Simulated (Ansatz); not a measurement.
# GeHF₃ + HF: a complex and its separated parts, part 2 of 2

Ansatz 0.2.0, Gaussian basis.

### 14 wB97X-V/def2-TZVPP

The inputs:

parta/in.yaml

```yaml
crystal:
  periodic: [false, false, false]
  atoms:
    - {symbol: Ge, position_ang: [-0.471418, 0.365222, -0.563588]}
    - {symbol: F, position_ang: [-1.905279, 1.117313, -1.104878]}
    - {symbol: F, position_ang: [-0.636134, 0.171668, 1.124601]}
    - {symbol: F, position_ang: [0.784271, 1.497742, -0.798618]}
    - {symbol: H, position_ang: [-0.204941, -0.948561, -1.272152]}
basis:
  gaussian: {orbitals: def2-TZVPP}
hamiltonian: {xc: {name: wB97X-V}}
```

partb/in.yaml

```yaml
crystal:
  periodic: [false, false, false]
  atoms:
    - {symbol: F, position_ang: [1.523241, -1.314473, 1.038206]}
    - {symbol: H, position_ang: [0.910259, -0.889011, 1.576427]}
basis:
  gaussian: {orbitals: def2-TZVPP}
hamiltonian: {xc: {name: wB97X-V}}
```

The same command starts each run, in its folder.

Launch:

```
> ansatz run in.yaml --threads 4 --pin off --events-out ev --progress --plain --max-ram 9574MiB
```

parta printed, shortened:

```text
Functional definition: wB97X-V
  name "wB97X-V"
  cite "Mardirossian & Head-Gordon, Phys. Chem. Chem. Phys. 16, 9904 (2014) doi:10.1039/C3CP54374A"
  cite "Becke, J. Chem. Phys. 107, 8554 (1997) doi:10.1063/1.475007"
  cite "Vydrov & Van Voorhis, J. Chem. Phys. 133, 244103 (2010) doi:10.1063/1.3521275"
[...]
      + integral(e_c_pw_opposite_spin*poly(b97_u_opposite, cos0, cos1)) + vv10(b, c)
916 factors; their error is unknown
166 factors; integrals over basis functions are off by at most 4.2e-6 eV
[...]
mean field -64684.09927706 eV, -2377.0968039749 hartree, gradient 9.2e-6 eV, S^2 0.000000; 0 other end points of the search recorded, 0 dependent functions left out
reference -64684.09927586 eV, -2377.0968039307 hartree; 30, 30 occupied and 125, 125 virtual orbitals, 916 factors
Total energy: -64684.09927586 eV, -2377.0968039307 hartree
```

partb printed, shortened:

```text
[... 5 set-up lines as earlier in the session ...]
[...]
      + integral(e_c_pw_opposite_spin*poly(b97_u_opposite, cos0, cos1)) + vv10(b, c)
215 factors; their error is unknown
48 factors; integrals over basis functions are off by at most 2.2e-5 eV
[...]
mean field -2733.49560651 eV, -100.4541107092 hartree, gradient 1.0e-5 eV, S^2 0.000000; 0 other end points of the search recorded, 0 dependent functions left out
reference -2733.49560591 eV, -100.4541106874 hartree; 5, 5 occupied and 40, 40 virtual orbitals, 215 factors
Total energy: -2733.49560591 eV, -100.4541106874 hartree
```

They took 5 s (parta), 0.5 s (partb) on 4 threads of Intel Xeon at 2.50GHz, shared host.

### 15 wB97M-V/def2-TZVPP

The same edit goes into each in.yaml of step 14 (parta, partb):

```diff
-hamiltonian: {xc: {name: wB97X-V}}
+hamiltonian: {xc: {name: wB97M-V}}
```

One command serves all of them, each in its own folder.

Launch:

```
> ansatz run in.yaml --threads 4 --pin off --events-out ev --progress --plain --max-ram 9574MiB
```

Output in parta, shortened:

```text
Functional definition: wB97M-V
  name "wB97M-V"
  cite "Mardirossian & Head-Gordon, J. Chem. Phys. 144, 214110 (2016) doi:10.1063/1.4952647"
[... 2 set-up lines as earlier in the session ...]
  # Of w^i u^j: cxij and so on, Table III.
[...]
  gx(w, u) = 1 - cx + cx01*u + cx10*w
[...]
      + integral(e_c_pw_mod_opposite_spin*gos(b97_w_opposite, b97_u_opposite)) + vv10(b, c)
913 factors; their error is unknown
166 factors; integrals over basis functions are off by at most 4.2e-6 eV
[...]
mean field -64686.97261923 eV, -2377.2023973519 hartree, gradient 1.3e-5 eV, S^2 0.000000; 0 other end points of the search recorded, 0 dependent functions left out
reference -64686.97264843 eV, -2377.2023984249 hartree; 30, 30 occupied and 125, 125 virtual orbitals, 913 factors
Total energy: -64686.97264843 eV, -2377.2023984249 hartree
```

Output in partb, shortened:

```text
[... 5 set-up lines as earlier in the session ...]
  # Of w^i u^j: cxij and so on, Table III.
[...]
  gx(w, u) = 1 - cx + cx01*u + cx10*w
[...]
      + integral(e_c_pw_mod_opposite_spin*gos(b97_w_opposite, b97_u_opposite)) + vv10(b, c)
215 factors; their error is unknown
48 factors; integrals over basis functions are off by at most 2.2e-5 eV
[...]
mean field -2733.67553238 eV, -100.4607228631 hartree, gradient 1.2e-5 eV, S^2 0.000000; 0 other end points of the search recorded, 0 dependent functions left out
reference -2733.67554704 eV, -100.4607234020 hartree; 5, 5 occupied and 40, 40 virtual orbitals, 215 factors
Total energy: -2733.67554704 eV, -100.4607234020 hartree
```

Wall times: 6 s (parta), 0.55 s (partb) on 4 threads of Intel Xeon at 2.50GHz, shared host.

### 16 B2PLYP/def2-TZVPP

The same edit goes into each in.yaml of step 15 (parta, partb):

```diff
-hamiltonian: {xc: {name: wB97M-V}}
+hamiltonian: {xc: {name: B2PLYP}}
```

One command serves all of them, each in its own folder.

Launch:

```
> ansatz run in.yaml --threads 4 --pin off --events-out ev --progress --plain --max-ram 9574MiB
```

Log of parta, shortened:

```text
Functional definition: B2PLYP
  name "B2PLYP"
  cite "Grimme, J. Chem. Phys. 124, 034108 (2006) doi:10.1063/1.2148954"
[... 2 set-up lines as earlier in the session ...]
[...]
1020 factors; integrals over basis functions are off by at most 8.7e-4 eV
[...]
mean field -64669.16092098 eV, -2376.5478295142 hartree, gradient 2.3e-6 eV, S^2 0.000000; 0 other end points of the search recorded, 0 dependent functions left out
12 core orbitals not correlated: weight in the atoms' cores, before any rotation towards them, 1.000 or more for the frozen orbitals, at most 0.000 for the correlated occupied ones
reference -64669.16103186 eV, -2376.5478335891 hartree; 18, 18 occupied and 125, 125 virtual orbitals, 1020 factors
second order -32.39598684 eV of doubles, -0.00000000 eV of singles
Total energy: -64677.90794830 eV, -2376.8692768396 hartree
```

partb printed, shortened:

```text
[... 5 set-up lines as earlier in the session ...]
[...]
287 factors; integrals over basis functions are off by at most 1.0e-3 eV
[...]
mean field -2730.72524910 eV, -100.3523019523 hartree, gradient 1.4e-6 eV, S^2 0.000000; 0 other end points of the search recorded, 0 dependent functions left out
1 core orbitals not correlated: weight in the atoms' cores, before any rotation towards them, 1.000 or more for the frozen orbitals, at most 0.000 for the correlated occupied ones
reference -2730.72530580 eV, -100.3523040360 hartree; 4, 4 occupied and 40, 40 virtual orbitals, 287 factors
second order -8.59399630 eV of doubles, -0.00000000 eV of singles
Total energy: -2733.04568480 eV, -100.4375763915 hartree
```

Times: 3.8 s (parta), 0.41 s (partb) on 4 threads of Intel Xeon at 2.50GHz, shared host.

### 17 PBE-QIDH/def2-TZVPP

Each input of step 16 (parta, partb) changes in the same lines:

```diff
-hamiltonian: {xc: {name: B2PLYP}}
+hamiltonian: {xc: {name: PBE-QIDH}}
```

The same command starts each run, in its folder.

Launch:

```
> ansatz run in.yaml --threads 4 --pin off --events-out ev --progress --plain --max-ram 9574MiB
```

parta printed, shortened:

```text
Functional definition: PBE-QIDH
  name "PBE-QIDH"
  cite "Brémond, Sancho-García, Pérez-Jiménez & Adamo, J. Chem. Phys. 141, 031101 (2014) doi:10.1063/1.4890314"
[... 1 set-up line as earlier in the session ...]
[...]
1020 factors; integrals over basis functions are off by at most 8.7e-4 eV
[...]
mean field -64657.35299444 eV, -2376.1138962178 hartree, gradient 4.9e-6 eV, S^2 0.000000; 0 other end points of the search recorded, 0 dependent functions left out
12 core orbitals not correlated: weight in the atoms' cores, before any rotation towards them, 1.000 or more for the frozen orbitals, at most 0.000 for the correlated occupied ones
reference -64657.35300157 eV, -2376.1138964799 hartree; 18, 18 occupied and 125, 125 virtual orbitals, 1020 factors
second order -30.20080216 eV of doubles, -0.00000000 eV of singles
Total energy: -64667.41993563 eV, -2376.4838494827 hartree
```

partb printed, shortened:

```text
[... 4 set-up lines as earlier in the session ...]
[...]
287 factors; integrals over basis functions are off by at most 1.0e-3 eV
[...]
mean field -2728.92251922 eV, -100.2860528512 hartree, gradient 3.8e-6 eV, S^2 0.000000; 0 other end points of the search recorded, 0 dependent functions left out
1 core orbitals not correlated: weight in the atoms' cores, before any rotation towards them, 1.000 or more for the frozen orbitals, at most 0.000 for the correlated occupied ones
reference -2728.92252257 eV, -100.2860529745 hartree; 4, 4 occupied and 40, 40 virtual orbitals, 287 factors
second order -8.07150382 eV of doubles, -0.00000000 eV of singles
Total energy: -2731.61302385 eV, -100.3849270726 hartree
```

Wall times: 3.8 s (parta), 0.36 s (partb) on 4 threads of Intel Xeon at 2.50GHz, shared host.

### 18 RPA on PBE/def2-TZVPP

Each input of step 17 (parta, partb) changes in the same lines:

```diff
-hamiltonian: {xc: {name: PBE-QIDH}}
+hamiltonian: {xc: pbe}
+correlation: {method: rpa}
```

One command serves all of them, each in its own folder.

Launch:

```
> ansatz run in.yaml --threads 4 --pin off --events-out ev --progress --plain --max-ram 9574MiB
```

Output in parta, shortened:

```text
[... 4 set-up lines as earlier in the session ...]
[...]
1020 factors; integrals over basis functions are off by at most 8.7e-4 eV
[...]
mean field -64675.69437583 eV, -2376.7879295517 hartree, gradient 3.2e-6 eV, S^2 0.000000; 0 other end points of the search recorded, 0 dependent functions left out
12 core orbitals not correlated: weight in the atoms' cores, before any rotation towards them, 1.000 or more for the frozen orbitals, at most 0.000 for the correlated occupied ones
reference -64612.16073222 eV, -2374.4531112134 hartree; 18, 18 occupied and 125, 125 virtual orbitals, 1020 factors
Total energy: -64652.54754509 eV, -2375.9372992112 hartree
```

Output in partb, shortened:

```text
[... 4 set-up lines as earlier in the session ...]
[...]
287 factors; integrals over basis functions are off by at most 1.0e-3 eV
[...]
mean field -2731.84356529 eV, -100.3933993143 hartree, gradient 9.3e-7 eV, S^2 0.000000; 0 other end points of the search recorded, 0 dependent functions left out
1 core orbitals not correlated: weight in the atoms' cores, before any rotation towards them, 1.000 or more for the frozen orbitals, at most 0.000 for the correlated occupied ones
reference -2722.68127300 eV, -100.0566912830 hartree; 4, 4 occupied and 40, 40 virtual orbitals, 287 factors
Total energy: -2733.63265496 eV, -100.4591471472 hartree
```

Wall times: 3.1 s (parta), 0.36 s (partb) on 4 threads of Intel Xeon at 2.50GHz, shared host.

### 19 CCSD(T)/def2-TZVPP

The same edit goes into each in.yaml of step 18 (parta, partb):

```diff
-hamiltonian: {xc: pbe}
-correlation: {method: rpa}
+correlation: {method: ccsd_t}
```

The same command starts each run, in its folder.

Launch:

```
> ansatz run in.yaml --threads 4 --pin off --events-out ev --progress --plain --max-ram 9574MiB
```

parta printed, shortened:

```text
Functional definition: HF
  name "HF"
  cite "Fock, Z. Phys. 61, 126 (1930) doi:10.1007/BF01340294"
[... 1 set-up line as earlier in the session ...]
[...]
1020 factors; integrals over basis functions are off by at most 8.7e-4 eV
[...]
mean field -64614.18007316 eV, -2374.5273206243 hartree, gradient 2.6e-6 eV, S^2 0.000000; 0 other end points of the search recorded, 0 dependent functions left out
12 core orbitals not correlated: weight in the atoms' cores, before any rotation towards them, 1.000 or more for the frozen orbitals, at most 0.000 for the correlated occupied ones
reference -64614.18007316 eV, -2374.5273206243 hartree; 18, 18 occupied and 125, 125 virtual orbitals, 1020 factors
second order -27.16074282 eV of doubles, -0.00000000 eV of singles
cycle   1  -26.36506434 eV  change    8.0e-1 eV  update   1.1e-1
[...]
cycle   9  -27.08483978 eV  change    4.9e-6 eV  update   1.2e-5
perturbative correction -0.81105743 eV, -0.0298058106 hartree
Total energy: -64642.07597037 eV, -2375.5524759381 hartree
```

partb printed, shortened:

```text
[... 4 set-up lines as earlier in the session ...]
[...]
287 factors; integrals over basis functions are off by at most 1.0e-3 eV
[...]
mean field -2722.91273206 eV, -100.0651972468 hartree, gradient 4.5e-6 eV, S^2 0.000000; 0 other end points of the search recorded, 0 dependent functions left out
1 core orbitals not correlated: weight in the atoms' cores, before any rotation towards them, 1.000 or more for the frozen orbitals, at most 0.000 for the correlated occupied ones
reference -2722.91273206 eV, -100.0651972468 hartree; 4, 4 occupied and 40, 40 virtual orbitals, 287 factors
second order -7.36483468 eV of doubles, -0.00000000 eV of singles
cycle   1  -7.29620117 eV  change    6.9e-2 eV  update   3.9e-2
[...]
cycle   8  -7.43087857 eV  change    5.8e-7 eV  update   3.3e-6
perturbative correction -0.17033575 eV, -0.0062597233 hartree
Total energy: -2730.51394638 eV, -100.3445367207 hartree
```

Times: 37 s (parta), 0.51 s (partb) on 4 threads of Intel Xeon at 2.50GHz, shared host; peak memory 1.2 GiB.

### 20 Vibrations of GeHF₃

vib-parta/in.yaml reads:

```yaml
crystal:
  periodic: [false, false, false]
  atoms:
    - {symbol: Ge, position_ang: [-0.471418, 0.365222, -0.563588]}
    - {symbol: F, position_ang: [-1.905279, 1.117313, -1.104878]}
    - {symbol: F, position_ang: [-0.636134, 0.171668, 1.124601]}
    - {symbol: F, position_ang: [0.784271, 1.497742, -0.798618]}
    - {symbol: H, position_ang: [-0.204941, -0.948561, -1.272152]}
basis:
  gaussian: {orbitals: def2-TZVP}
hamiltonian: {xc: pbe0, dispersion: d4}
phonons: {temperatures: {t_min: 298.15, t_max: 900, t_step: 200}}
```

Launch:

```
> ansatz run in.yaml --threads 4 --pin off --events-out ev --progress --plain --max-ram 9574MiB
```

The log of the run, shortened:

```text
[... 5 set-up lines as earlier in the session ...]
[...]
913 factors; their error is unknown
[...]
mean field -64677.06813321 eV, -2376.8384142042 hartree, gradient 1.5e-5 eV, S^2 0.000000; 0 other end points of the search recorded, 0 dependent functions left out
[...]
Atom 2 at    -0.636134     0.171668     1.124601 Å, force    -0.000342     0.000678    -0.000137 eV/Å
Atom 3 at     0.784271     1.497742    -0.798618 Å, force     0.000248    -0.000690     0.000501 eV/Å
Atom 4 at    -0.204941    -0.948561    -1.272152 Å, force     0.000180    -0.000622    -0.000754 eV/Å
Dipole moment:     0.089439    -0.441222    -0.237864 e Å
Vibrations: 227.66 227.77 282.98 703.26 703.37 739.28 765.08 765.20 2272.15 cm⁻¹, zero-point energy 0.414525 eV
```

Wall time 58 s (4 threads of Intel Xeon at 2.50GHz, shared host).

The modes, with what each moves most:

```csv
mode,wavenumber (cm⁻¹),character
1,228,bend
2,228,bend
3,283,bend
4,703,bend
5,703,bend
6,739,Ge–F stretch
7,765,Ge–F stretch
8,765,Ge–F stretch
9,2272,Ge–H stretch
```

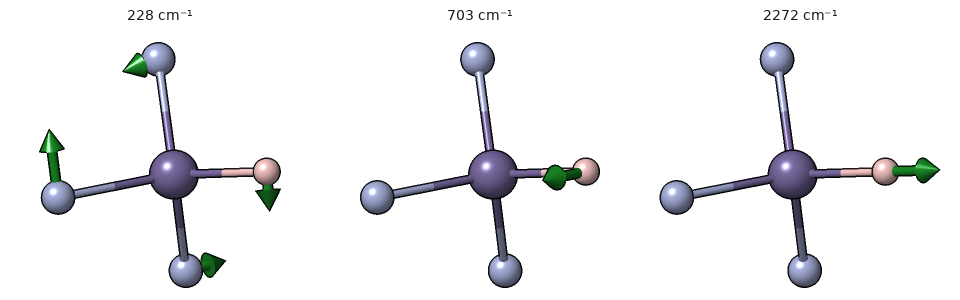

How the atoms move in 3 of the modes.

Vibrational sums (real modes only):

```csv
T (K),entropy (J/mol/K),heat capacity (J/mol/K)
298,27.8,38.2
498,51.5,53.3
698,70.8,60.6
898,86.6,64.7
```

### 21 Vibrations of HF

vib-partb/in.yaml reads:

```yaml
crystal:
  periodic: [false, false, false]
  atoms:
    - {symbol: F, position_ang: [1.523241, -1.314473, 1.038206]}
    - {symbol: H, position_ang: [0.910259, -0.889011, 1.576427]}
basis:
  gaussian: {orbitals: def2-TZVP}
hamiltonian: {xc: pbe0, dispersion: d4}
phonons: {temperatures: {t_min: 298.15, t_max: 900, t_step: 200}}
```

Launch:

```
> ansatz run in.yaml --threads 4 --pin off --events-out ev --progress --plain --max-ram 9574MiB
```

The log of the run, shortened:

```text
[... 5 set-up lines as earlier in the session ...]
[...]
200 factors; their error is unknown
[...]
mean field -2731.80169995 eV, -100.3918607916 hartree, gradient 6.9e-6 eV, S^2 0.000000; 0 other end points of the search recorded, 0 dependent functions left out
[...]
reference -2731.80152324 eV, -100.3918542975 hartree; 5, 5 occupied and 32, 32 virtual orbitals, 200 factors
Total energy: -2731.80322167 eV, -100.3919167138 hartree
Atom 0 at     1.523241    -1.314473     1.038206 Å, force     0.001127    -0.000782    -0.000989 eV/Å
Atom 1 at     0.910259    -0.889011     1.576427 Å, force    -0.001127     0.000782     0.000989 eV/Å
Dipole moment:    -0.267050     0.185355     0.234480 e Å
Vibrations: 4153.29 cm⁻¹, zero-point energy 0.257471 eV
```

Wall time 2.1 s (4 threads of Intel Xeon at 2.50GHz, shared host).

The modes, with what each moves most:

```csv
mode,wavenumber (cm⁻¹),character
1,4153,F–H stretch
```

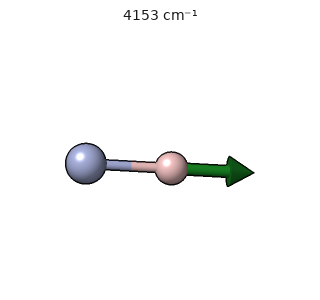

Displacements of 1 modes, as arrows.

Vibrational sums (real modes only):

```csv
T (K),entropy (J/mol/K),heat capacity (J/mol/K)
298,0.0,0.0
498,0.0,0.0
698,0.0,0.1
898,0.1,0.5
```

### 22 Complex less separated parts

The complex's own energies come from single points at the same levels.

Rows are in def2-TZVPP; times add the 3 runs of a level on a shared host, so small differences are noise.

Differences are taken before rounding.

```csv
method,rung,complex less parts (kcal/mol),from CCSD(T) (kcal/mol),time
SPW92,LDA,-8.5,-3.7,2.5 s
PBE-D4,GGA,-5.7,-0.9,3.7 s
BLYP-D4,GGA,-5.5,-0.7,4.1 s
r2SCAN-D4,meta-GGA,-5.9,-1.1,6.9 s
B97M-V,meta-GGA,-5.7,-0.9,11 s
PBE0-D4,hybrid,-5.2,-0.4,6.3 s
B3LYP-D4,hybrid,-5.4,-0.6,6.1 s
r2SCAN0-D4,hybrid,-5.5,-0.7,9.6 s
BHLYP-D4,hybrid,-5.5,-0.7,5.9 s
CAM-B3LYP-D4,range-separated hybrid,-6.0,-1.1,7.3 s
wB97X-V,range-separated hybrid,-5.4,-0.6,13 s
wB97M-V,range-separated hybrid,-5.7,-0.9,15 s
B2PLYP,double hybrid,-4.6,+0.2,11 s
PBE-QIDH,double hybrid,-4.6,+0.2,11 s
RPA on PBE,RPA,-4.2,+0.6,9.5 s
Hartree-Fock,wavefunction,-2.6,+2.2,
MP2,wavefunction,-4.7,+0.1,
CCSD,wavefunction,-4.5,+0.3,
CCSD(T),wavefunction,-4.8,0,3.2 min
```

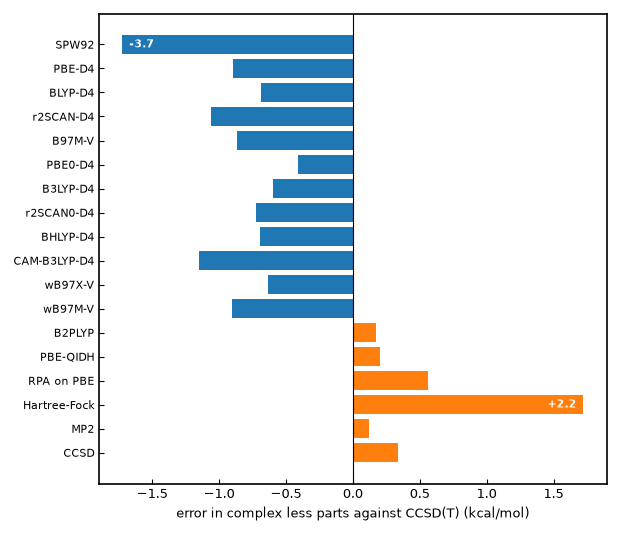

How far each level lands from CCSD(T). Bars with a number in them are cut short.

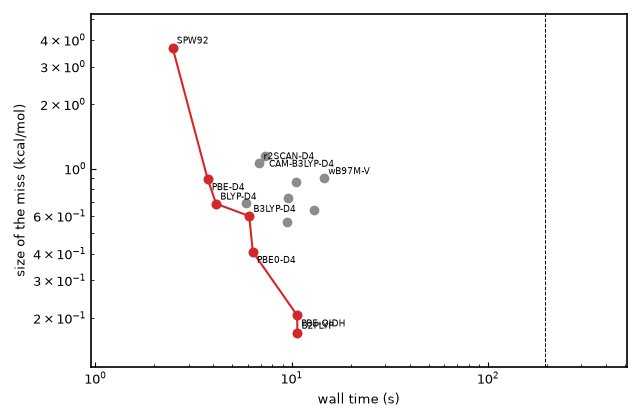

Accuracy for the time spent; red marks the levels that beat every quicker one drawn (of those quicker than the yardstick), and the dashed line is the time of CCSD(T). Only those levels and the largest misses are named. Times are from a shared host.

For cost: B2PLYP gets within 0.2 kcal/mol in 11 s, where CCSD(T) took 3.2 min; the quickest level in the cost chart, SPW92, takes 2.5 s and misses by 3.7 kcal/mol.

The complex's zero-point energy, from a separate PBE0-D4 run, is 0.730 eV.

### 23 Results

What follows sums up all 2 parts.

| quantity | value |
| --- | --- |
| complex less parts, CCSD(T)/def2-TZVPP | -4.8 kcal/mol |
| with zero-point energy | -3.5 kcal/mol |
| largest T1 diagnostic | 0.012 |

**Reading.** At CCSD(T) the complex lies 4.8 kcal/mol below its parts. Among the functionals B2PLYP lands nearest to CCSD(T) (+0.2 kcal/mol) and SPW92 farthest (-3.7 kcal/mol). PBE-QIDH is as near within the digits shown. Mean unsigned error by rung: LDA 3.7, GGA 0.8, meta-GGA 1.0, hybrid 0.6, range-separated hybrid 0.9, double hybrid 0.2 kcal/mol. PBE-D4 gives a relative energy 0.9 kcal/mol too low, inside chemical accuracy (1 kcal/mol). No counterpoise was applied, and triple zeta lacks some correlation, so the CCSD(T) reference has a basis error of its own, and close matches with it are partly luck.
